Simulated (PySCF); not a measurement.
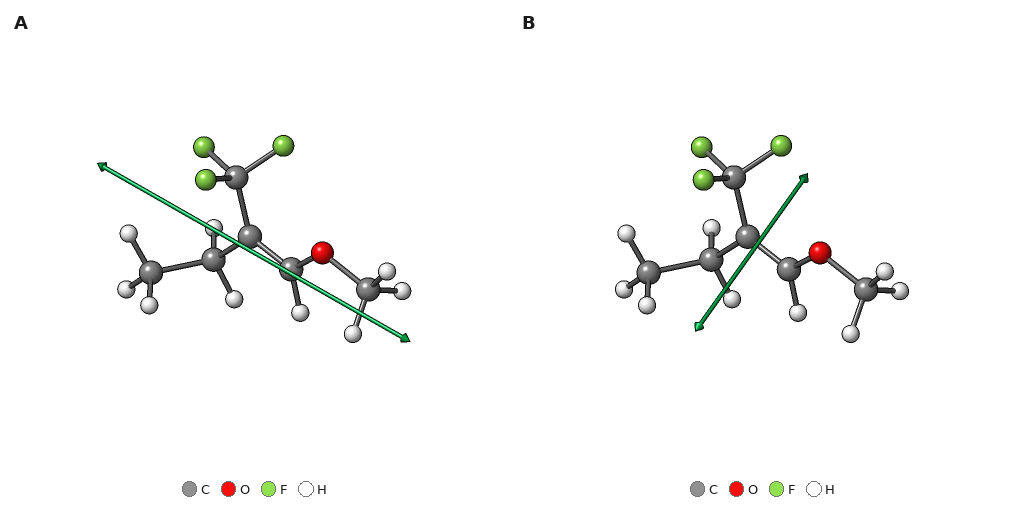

The double arrows show the directions of two transition dipoles from the ground state (lengths mean nothing). The computed structure is the end point of a PBE0-D3(BJ)/def2-SVP optimisation. No frequency run is at hand to confirm it as a minimum. Properties computed with TDDFT ωB97X-D/def2-SVPD, vertical, gas phase, core orbitals frozen in the response (PySCF 2.14.0).

### One belongs to singlet state 1 and one to singlet state 2. Which is which?

A: state 1, 6.29 eV (197 nm), oscillator strength 0.44, mainly HOMO → LUMO (weight 0.97).
B: state 2, 6.76 eV (183 nm), oscillator strength 0.027, mainly HOMO → LUMO+1 (weight 0.80).
